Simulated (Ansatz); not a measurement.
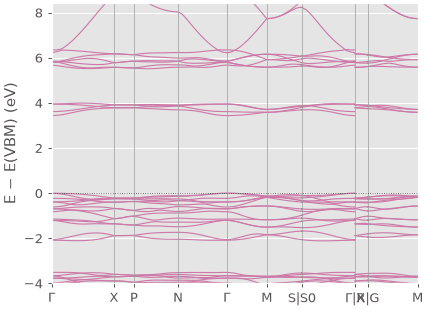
Figure: Band structure from DFT-LDA in the program Ansatz with PAW potentials

Read off the gap and where the band edges lie.

About 3.4 eV (3.44 eV by a search for the band edges); maximum at Γ, minimum at Γ.

The material is RbTcO$_{4}$ in space group I4_1/a (No. 88; Rb on 4a, Tc on 4b, O on 16f).

The first step of the workflow began from a Materials Project structure, measured or hypothetical; the Crystallography Open Database copy checked does not list it. Its standing as an ambient phase is unchecked. The cell was relaxed with LDA under the symmetry of its start; whether a distortion lowers the energy is not shown. No spin polarisation was allowed. Scalar-relativistic: spin–orbit coupling is off unless named, which matters more the heavier the elements.

Potentials: the later of the program's two PAW sets.
